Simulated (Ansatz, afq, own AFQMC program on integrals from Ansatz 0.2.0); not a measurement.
# H2O (triplet): quantum Monte Carlo beside coupled cluster at distance H1–H2 along a hydrogen transfer = 0.745 Å, cc-pVTZ

Aim: compute H2O (triplet) with auxiliary-field quantum Monte Carlo on the same integrals as coupled cluster, and set the energies side by side.

Method: cc-pVTZ, frozen cores; program: Ansatz 0.2.0, Gaussian basis, and an in-house AFQMC program (afq) on its integrals; all values are calculated.

Plan: PBE (unrestricted); r2SCAN (unrestricted); PBE0 (unrestricted); B3LYP (unrestricted); wB97M-V (unrestricted); B2PLYP (unrestricted); CCSD(T) on UHF; CCSDT(Q) on UHF; Phaseless AFQMC, CISD trial on UHF.

### Step 1. What is computed

The geometry derives from fragments relaxed apart (PBE0/def2-TZVP) and kept rigid, so it is no stationary point. A hydrogen atom is moved between rigid fragments.

3 atoms, charge 0, spin multiplicity 3.

Atoms are counted from 1 here; the program's logs count them from 0.

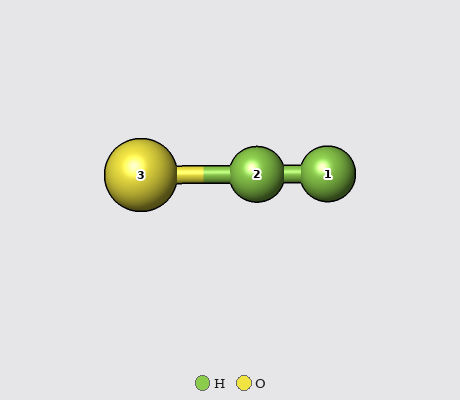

The geometry (hydrogen green, oxygen yellow); atoms are numbered from 1 in the order of the file.

### Step 2. PBE (unrestricted)

in.yaml

```yaml
crystal:
  periodic: [false, false, false]
  atoms:
    - {symbol: H, position_ang: [0.000000, 0.000000, -0.903667]}
    - {symbol: H, position_ang: [0.000000, 0.000000, -0.158667]}
    - {symbol: O, position_ang: [0.000000, 0.000000, 1.062333]}
basis:
  gaussian: {orbitals: cc-pVTZ}
magnetization: {spin_polarized: true, initial_magnetization: 2}
hamiltonian: {xc: {name: PBE}}
output: {orbitals: {seedname: orbitals}}
```

On the command line:

```bash
> ansatz run in.yaml --threads 1 --pin off --events-out ev --progress --plain --max-ram 5632MiB --backend cpu
```

Output:

```text
Functional definition: PBE
  name "PBE"
  cite "Perdew, Burke & Ernzerhof, Phys. Rev. Lett. 77, 3865 (1996) doi:10.1103/PhysRevLett.77.3865"
  parent pbe
  parameter kappa = 0.804
  parameter beta = 0.06672455060314922
  exchange = pbe_x(kappa = kappa, mu = beta*pi^2/3)
  correlation = pbe_c(beta = beta)
287 factors; their error is unknown
mean field evaluation 1: about -2071.8356 eV, gradient 1.3e1 eV
mean field evaluation 2: about -2071.8030 eV, gradient 1.4e1 eV
mean field evaluation 4: about -2072.5019 eV, gradient 9.1e-1 eV
mean field evaluation 8: about -2072.4986 eV, gradient 1.4e-1 eV
mean field evaluation 16: about -2072.2532 eV, gradient 9.5e0 eV
mean field evaluation 32: about -2070.7687 eV, gradient 2.1e0 eV
mean field -2072.49865747 eV, -76.1629208720 hartree, gradient 2.3e-5 eV, S^2 2.005249; 6 other end points of the search recorded, 0 dependent functions left out
reference -2072.49868036 eV, -76.1629217133 hartree; 6, 4 occupied and 52, 54 virtual orbitals, 287 factors
Total energy: -2072.49868036 eV, -76.1629217133 hartree
```

Run time: 0.97 s. Hardware: 1 thread of AMD EPYC 7R13 (Zen 3), shared host; peak memory 0.72 GiB.

From the report: ⟨S²⟩ of the determinant 2.005 (pure triplet: 2.00).

### Step 3. r2SCAN (unrestricted)

in.yaml: that of step 2 with these lines changed.

```diff
@@ -9,3 +9,2 @@
 magnetization: {spin_polarized: true, initial_magnetization: 2}
-hamiltonian: {xc: {name: PBE}}
-output: {orbitals: {seedname: orbitals}}
+hamiltonian: {xc: {name: r2SCAN}}
```

The command is unchanged.

Output:

```text
Functional definition: r2SCAN
  name "r2SCAN"
  cite "Furness, Kaplan, Ning, Perdew & Sun, J. Phys. Chem. Lett. 11, 8208 (2020) doi:10.1021/acs.jpclett.0c02405"
  cite "Furness, Kaplan, Ning, Perdew & Sun, J. Phys. Chem. Lett. 11, 9248 (2020) doi:10.1021/acs.jpclett.0c03077"
  parent r2scan
  parameter k0 = 0.174
  parameter k1 = 0.065
  parameter a1 = 4.9479
  exchange = r2scan_x(k0 = k0, k1 = k1, a1 = a1)
  correlation = r2scan_c
287 factors; their error is unknown
mean field evaluation 1: about -2073.3559 eV, gradient 1.2e1 eV
mean field evaluation 2: about -2073.4910 eV, gradient 1.1e1 eV
mean field evaluation 4: about -2073.8672 eV, gradient 9.1e-1 eV
mean field evaluation 8: about -2073.8651 eV, gradient 1.4e-1 eV
mean field -2073.86513079 eV, -76.2131378401 hartree, gradient 2.8e-5 eV, S^2 2.010126; 0 other end points of the search recorded, 0 dependent functions left out
reference -2073.86513769 eV, -76.2131380937 hartree; 6, 4 occupied and 52, 54 virtual orbitals, 287 factors
Total energy: -2073.86513769 eV, -76.2131380937 hartree
```

Wall time 0.72 s (1 thread of AMD EPYC 7R13 (Zen 3), shared host); peak memory 0.72 GiB.

From the report: ⟨S²⟩ of the determinant 2.010 (pure triplet: 2.00).

### Step 4. PBE0 (unrestricted)

in.yaml: that of step 3 with these lines changed.

```diff
@@ -9,2 +9,3 @@
 magnetization: {spin_polarized: true, initial_magnetization: 2}
-hamiltonian: {xc: {name: r2SCAN}}
+hamiltonian: {xc: {name: PBE0}}
+output: {orbitals: {seedname: orbitals}}
```

Same command.

Output:

```text
Functional definition: PBE0
  name "PBE0"
  cite "Adamo & Barone, J. Chem. Phys. 110, 6158 (1999) doi:10.1063/1.478522"
  cite "Perdew, Burke & Ernzerhof, Phys. Rev. Lett. 77, 3865 (1996) doi:10.1103/PhysRevLett.77.3865"
  parent pbe
  parameter a = 0.25
  parameter kappa = 0.804
  parameter beta = 0.06672455060314922
  exchange = (1 - a)*pbe_x(kappa = kappa, mu = beta*pi^2/3) + a*exact_x
  correlation = pbe_c(beta = beta)
287 factors; their error is unknown
mean field evaluation 1: about -2072.2115 eV, gradient 1.0e1 eV
mean field evaluation 2: about -2072.3257 eV, gradient 8.3e0 eV
mean field evaluation 4: about -2072.5625 eV, gradient 3.8e-1 eV
mean field evaluation 8: about -2072.5608 eV, gradient 2.6e-3 eV
mean field evaluation 16: about -2072.3872 eV, gradient 2.2e0 eV
mean field -2072.56076193 eV, -76.1652031687 hartree, gradient 6.4e-5 eV, S^2 2.009677; 1 other end points of the search recorded, 0 dependent functions left out
reference -2072.56077924 eV, -76.1652038048 hartree; 6, 4 occupied and 52, 54 virtual orbitals, 287 factors
Total energy: -2072.56077924 eV, -76.1652038048 hartree
```

Wall time 0.45 s (1 thread of AMD EPYC 7R13 (Zen 3), shared host); peak memory 0.72 GiB.

From the report: ⟨S²⟩ of the determinant 2.010 (pure triplet: 2.00).

### Step 5. B3LYP (unrestricted)

in.yaml: that of step 4 with these lines changed.

```diff
@@ -9,3 +9,2 @@
 magnetization: {spin_polarized: true, initial_magnetization: 2}
-hamiltonian: {xc: {name: PBE0}}
-output: {orbitals: {seedname: orbitals}}
+hamiltonian: {xc: {name: B3LYP}}
```

Same command.

Output, shortened:

```text
Functional definition: B3LYP
  name "B3LYP"
  cite "Stephens, Devlin, Chabalowski & Frisch, J. Phys. Chem. 98, 11623 (1994) doi:10.1021/j100096a001"
  cite "Becke, Phys. Rev. A 38, 3098 (1988) doi:10.1103/PhysRevA.38.3098"
  cite "Lee, Yang & Parr, Phys. Rev. B 37, 785 (1988) doi:10.1103/PhysRevB.37.785"
  cite "Vosko, Wilk & Nusair, Can. J. Phys. 58, 1200 (1980) doi:10.1139/p80-159"
[...]
287 factors; their error is unknown
[...]
mean field -2074.98025298 eV, -76.2541178249 hartree, gradient 7.2e-5 eV, S^2 2.008192; 1 other end points of the search recorded, 0 dependent functions left out
reference -2074.98040287 eV, -76.2541233334 hartree; 6, 4 occupied and 52, 54 virtual orbitals, 287 factors
Total energy: -2074.98040287 eV, -76.2541233334 hartree
```

Run time: 0.45 s. Hardware: 1 thread of AMD EPYC 7R13 (Zen 3), shared host; peak memory 0.72 GiB.

From the report: ⟨S²⟩ of the determinant 2.008 (pure triplet: 2.00).

### Step 6. wB97M-V (unrestricted)

in.yaml: that of step 5 with these lines changed.

```diff
@@ -9,2 +9,3 @@
 magnetization: {spin_polarized: true, initial_magnetization: 2}
-hamiltonian: {xc: {name: B3LYP}}
+hamiltonian: {xc: {name: wB97M-V}}
+output: {orbitals: {seedname: orbitals}}
```

Same command.

Output, shortened:

```text
Functional definition: wB97M-V
  name "wB97M-V"
  cite "Mardirossian & Head-Gordon, J. Chem. Phys. 144, 214110 (2016) doi:10.1063/1.4952647"
  cite "Becke, J. Chem. Phys. 107, 8554 (1997) doi:10.1063/1.475007"
  cite "Vydrov & Van Voorhis, J. Chem. Phys. 133, 244103 (2010) doi:10.1063/1.3521275"
  # Of w^i u^j: cxij and so on, Table III.
[...]
  gx(w, u) = 1 - cx + cx01*u + cx10*w
  gss(w, u) = css00 + css04*u^4 + css10*w + css20*w^2 + css43*w^4*u^3
  gos(w, u) = cos00 + cos10*w + (cos20 + cos21*u)*w^2 + (cos60 + cos61*u)*w^6
[...]
      + integral(e_c_pw_mod_opposite_spin*gos(b97_w_opposite, b97_u_opposite)) + vv10(b, c)
287 factors; their error is unknown
69 factors; integrals over basis functions are off by at most 4.1e-5 eV
[...]
mean field -2073.80316270 eV, -76.2108605550 hartree, gradient 4.0e-5 eV, S^2 2.008101; 1 other end points of the search recorded, 0 dependent functions left out
reference -2073.80318495 eV, -76.2108613726 hartree; 6, 4 occupied and 52, 54 virtual orbitals, 287 factors
Total energy: -2073.80318495 eV, -76.2108613726 hartree
```

Run time: 1.2 s. Hardware: 1 thread of AMD EPYC 7R13 (Zen 3), shared host; peak memory 0.72 GiB.

From the report: ⟨S²⟩ of the determinant 2.008 (pure triplet: 2.00).

### Step 7. B2PLYP (unrestricted)

in.yaml: that of step 6 with these lines changed.

```diff
@@ -9,3 +9,3 @@
 magnetization: {spin_polarized: true, initial_magnetization: 2}
-hamiltonian: {xc: {name: wB97M-V}}
-output: {orbitals: {seedname: orbitals}}
+hamiltonian: {xc: {name: B2PLYP}}
+correlation: {electrons: outside_noble_gas}
```

The command is unchanged.

Output, shortened:

```text
Functional definition: B2PLYP
  name "B2PLYP"
  cite "Grimme, J. Chem. Phys. 124, 034108 (2006) doi:10.1063/1.2148954"
  cite "Becke, Phys. Rev. A 38, 3098 (1988) doi:10.1103/PhysRevA.38.3098"
  cite "Lee, Yang & Parr, Phys. Rev. B 37, 785 (1988) doi:10.1103/PhysRevB.37.785"
[...]
328 factors; integrals over basis functions are off by at most 1.6e-3 eV
[...]
mean field -2071.60955806 eV, -76.1302470712 hartree, gradient 6.5e-6 eV, S^2 2.016343; 2 other end points of the search recorded, 0 dependent functions left out
1 core orbitals not correlated: weight in the atoms' cores, before any rotation towards them, 1.000 or more for the frozen orbitals, at most 0.000 for the correlated occupied ones
reference -2071.60965433 eV, -76.1302506092 hartree; 5, 3 occupied and 52, 54 virtual orbitals, 328 factors
second order -6.46277722 eV of doubles, -0.00000000 eV of singles
Total energy: -2073.35460418 eV, -76.1943763334 hartree
```

Run time: 0.57 s. Hardware: 1 thread of AMD EPYC 7R13 (Zen 3), shared host; peak memory 0.72 GiB.

From the report: ⟨S²⟩ of the determinant 2.016 (pure triplet: 2.00).

### Step 8. CCSD(T) on UHF

in.yaml: that of step 7 with these lines changed.

```diff
@@ -9,3 +9,2 @@
 magnetization: {spin_polarized: true, initial_magnetization: 2}
-hamiltonian: {xc: {name: B2PLYP}}
-correlation: {electrons: outside_noble_gas}
+correlation: {method: ccsd_t, electrons: outside_noble_gas, hamiltonian_folder: ham}
```

On the command line:

```bash
> ansatz run in.yaml --threads 1 --pin off --events-out ev --progress --plain --max-ram 16896MiB --backend cuda --devices 0, --max-vram 18GiB
```

Output, shortened:

```text
Functional definition: HF
  name "HF"
  cite "Fock, Z. Phys. 61, 126 (1930) doi:10.1007/BF01340294"
  parent pbe
[...]
328 factors; integrals over basis functions are off by at most 1.6e-3 eV
[...]
mean field -2065.11209188 eV, -75.8914695935 hartree, gradient 6.0e-6 eV, S^2 2.030645; 8 other end points of the search recorded, 0 dependent functions left out
determinant -2065.11209188 eV, -75.8914695935 hartree, with singles and doubles -2071.11069908 eV, -76.1119143421 hartree
determinant -2063.98946364 eV, -75.8502137666 hartree, with singles and doubles -2069.65015113 eV, -76.0582401948 hartree
1 core orbitals not correlated: weight in the atoms' cores, before any rotation towards them, 1.000 or more for the frozen orbitals, at most 0.000 for the correlated occupied ones
reference -2065.11209188 eV, -75.8914695935 hartree; 5, 3 occupied and 52, 54 virtual orbitals, 328 factors
second order -5.31499950 eV of doubles, -0.00000000 eV of singles
cycle   1  -5.94507542 eV  change   -7.2e-1 eV  update   1.5e-2
[...]
cycle   8  -5.96806536 eV  change    6.7e-6 eV  update   9.4e-6
perturbative correction -0.13761800 eV, -0.0050573681 hartree
Total energy: -2071.21777524 eV, -76.1158493182 hartree
```

It took 4.8 s on 1 × NVIDIA H100 80GB HBM3 with 1 thread of AMD EPYC 7R13 (Zen 3), shared host; peak host memory 0.83 GiB.

From the report: ⟨S²⟩ of the determinant 2.031 (pure triplet: 2.00); correlation -6.1057 eV; T1 0.022; largest double amplitude 0.06.

This run also writes the integrals to the folder ham.

### Step 9. CCSDT(Q) on UHF

in.yaml: that of step 8 with these lines changed.

```diff
@@ -9,2 +9,2 @@
 magnetization: {spin_polarized: true, initial_magnetization: 2}
-correlation: {method: ccsd_t, electrons: outside_noble_gas, hamiltonian_folder: ham}
+correlation: {method: ccsdt_q, electrons: outside_noble_gas}
```

The command is unchanged.

Output, shortened:

```text
Functional definition: HF
  name "HF"
  cite "Fock, Z. Phys. 61, 126 (1930) doi:10.1007/BF01340294"
  parent pbe
[...]
644 factors; integrals over basis functions are off by at most 2.2e-7 eV
[...]
mean field -2065.11209410 eV, -75.8914696749 hartree, gradient 5.6e-6 eV, S^2 2.030645; 8 other end points of the search recorded, 0 dependent functions left out
determinant -2065.11209410 eV, -75.8914696749 hartree, with singles and doubles -2071.11071169 eV, -76.1119148055 hartree
determinant -2063.98946537 eV, -75.8502138301 hartree, with singles and doubles -2069.65016075 eV, -76.0582405482 hartree
1 core orbitals not correlated: weight in the atoms' cores, before any rotation towards them, 1.000 or more for the frozen orbitals, at most 0.000 for the correlated occupied ones
reference -2065.11209410 eV, -75.8914696749 hartree; 5, 3 occupied and 52, 54 virtual orbitals, 644 factors
second order -5.31501176 eV of doubles, -0.00000000 eV of singles
cycle   1  -5.73527789 eV  change   -4.2e-1 eV  update   5.5e-2
[...]
cycle  15  -6.11941396 eV  change   -8.9e-7 eV  update   3.6e-7
perturbative correction -0.00456476 eV, -0.0001677517 hartree
Total energy: -2071.23607282 eV, -76.1165217417 hartree
```

Wall time 8.5 s (1 × NVIDIA H100 80GB HBM3 with 1 thread of AMD EPYC 7R13 (Zen 3), shared host); peak host memory 0.85 GiB.

From the report: ⟨S²⟩ of the determinant 2.031 (pure triplet: 2.00); correlation -6.1240 eV; T1 0.022; largest double amplitude 0.06.

### Step 10. Phaseless AFQMC, CISD trial on UHF

It reads the integrals that the CCSD(T) run on this determinant wrote.

On the command line:

```bash
> afq ham --method phaseless --trial cisd --walkers 4000 --populations 20 --least-time 60 --time-step 0.005 --steps-per-block 50 --equilibration-blocks 28 --max-blocks 4000 --target-error 0.00017 --factor-cut 1e-05 --start spin_pure --seed 2473 --release-times 0.24,0.51,0.99,1.62,2.4 --release-step 0.03 --release-every 3 --taylor-order 6
```

Output:

```text
orbitals 57  electrons 5 3  factors 327 of 328
reference energy -75.89146959 Eh
CCSD correlation -0.21932223 Eh in 10 cycles, weight of the determinant in the CISD state 0.9338
energy of the start -76.110058 Eh
 block  time / (1/Eh)  mean weight  energy / Eh
     1     0.250  1.0003  -76.111047
     2     0.500  0.9993  -76.113262
     3     0.750  0.9999  -76.114608
     4     1.000  0.9997  -76.114881
     5     1.250  1.0000  -76.115799
     6     1.500  0.9999  -76.115781
     7     1.750  1.0001  -76.116133
     8     2.000  1.0000  -76.116230
     9     2.250  0.9998  -76.116129
    10     2.500  1.0002  -76.116527
    11     2.750  0.9998  -76.115485
    12     3.000  1.0001  -76.115599
    13     3.250  0.9998  -76.115958
    14     3.500  0.9999  -76.116157
    15     3.750  0.9998  -76.116046
    16     4.000  1.0004  -76.116557
    17     4.250  1.0000  -76.116203
    18     4.500  1.0001  -76.116500
    19     4.750  0.9997  -76.116632
    20     5.000  1.0003  -76.116635
    21     5.250  1.0000  -76.116351
    22     5.500  0.9998  -76.116469
    23     5.750  0.9999  -76.117087
    24     6.000  1.0002  -76.116275
    25     6.250  1.0002  -76.117138
    26     6.500  0.9999  -76.116827
    27     6.750  0.9998  -76.116485
    28     7.000  0.9998  -76.116549
    29     7.250  1.0002  -76.116624
    30     7.500  0.9999  -76.116496
    31     7.750  1.0001  -76.116513
    32     8.000  1.0000  -76.115976
    33     8.250  0.9996  -76.114719
    34     8.500  1.0003  -76.116094
    35     8.750  0.9997  -76.116281
    36     9.000  0.9995  -76.116349
    37     9.250  0.9998  -76.116565
    38     9.500  1.0000  -76.116737
    39     9.750  0.9997  -76.116757
    40    10.000  1.0002  -76.116750
    41    10.250  1.0003  -76.116717
    42    10.500  0.9998  -76.116135
    43    10.750  1.0001  -76.115619
    44    11.000  0.9999  -76.116445
    45    11.250  1.0002  -76.116582
    46    11.500  1.0002  -76.116575
    47    11.750  0.9999  -76.116082
    48    12.000  1.0001  -76.116259
    49    12.250  0.9999  -76.116071
    50    12.500  1.0001  -76.115848
    51    12.750  0.9995  -76.116357
    52    13.000  1.0004  -76.116105
    53    13.250  1.0002  -76.116292
    54    13.500  1.0003  -76.116387
    55    13.750  0.9999  -76.116731
    56    14.000  1.0002  -76.116756
    57    14.250  0.9996  -76.116307
    58    14.500  0.9999  -76.115842
    59    14.750  1.0005  -76.116344
    60    15.000  1.0006  -76.115871
    61    15.250  0.9991  -76.116009
    62    15.500  1.0003  -76.116253
    63    15.750  0.9999  -76.116418
    64    16.000  1.0001  -76.116116
    65    16.250  1.0003  -76.115720
    66    16.500  1.0000  -76.115799
    67    16.750  1.0006  -76.115918
    68    17.000  1.0000  -76.116278
    69    17.250  1.0000  -76.116055
    70    17.500  1.0000  -76.115775
    71    17.750  1.0001  -76.116042
    72    18.000  0.9994  -76.115926
    73    18.250  1.0001  -76.116032
    74    18.500  1.0002  -76.116276
    75    18.750  1.0001  -76.115917
    76    19.000  1.0002  -76.116499
    77    19.250  0.9999  -76.116242
    78    19.500  1.0001  -76.116128
error from the spread of 20 populations
released: time / (1/Eh)  energy / Eh  error  mean overlap
  0.24  -76.116328  0.000071  0.9977
  0.51  -76.116328  0.000076  0.9940
  0.99  -76.116497  0.000064  0.9862
  1.62  -76.116518  0.000072  0.9777
  2.40  -76.116497  0.000205  0.9805
energy -76.116212 +/- 0.000049 Eh
```

It took 1.8 min on 1 × NVIDIA H100 80GB HBM3 with 2 threads of AMD EPYC 7R13 (Zen 3), shared host; peak host memory 1.5 GiB.

Energy -2071.2276 ± 0.0013 eV. Caveats: constraint bias not in the error.

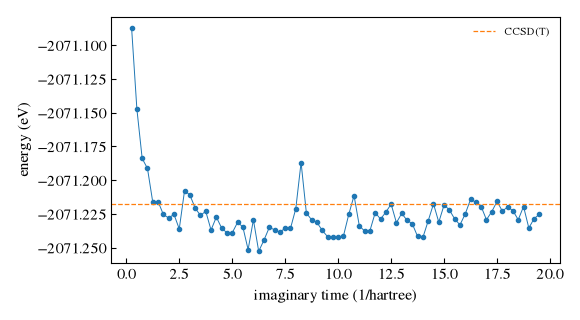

Block energies along the walk.

### Step 11. All levels side by side

On the UHF determinant, counted from CCSDT(Q) (a yardstick, not exact):

```csv
level,energy (eV),from CCSDT(Q) (kcal/mol),statistical error (kcal/mol),time
HF,-2065.1121,+141.22,,
MP2,-2070.4271,+18.66,,
CCSD,-2071.0802,+3.60,,
CCSD(T),-2071.2178,+0.42,,
CCSDT(Q),-2071.2361,0.00,,
"Phaseless AFQMC, CISD trial, step 0.005, 4000 walkers",-2071.2276,+0.19,0.03,1.8 min
```

The functionals' totals stand on their own zeros and serve differences with other points: PBE -2072.499 eV; r2SCAN -2073.865 eV; PBE0 -2072.561 eV; B3LYP -2074.980 eV; wB97M-V -2073.803 eV; B2PLYP -2073.355 eV.

### Step 12. What came out

| quantity | value |
| --- | --- |
| CCSD(T) on UHF from CCSDT(Q) | +0.42 kcal/mol |
| Phaseless AFQMC, CISD trial on UHF from CCSDT(Q) | +0.19 ± 0.03 kcal/mol |

On UHF the phaseless walk with the CISD trial lies +0.19 kcal/mol from CCSDT(Q), 6 times its error bar. Error bars are statistical and leave out the constraint, the time step and what remains of the start.
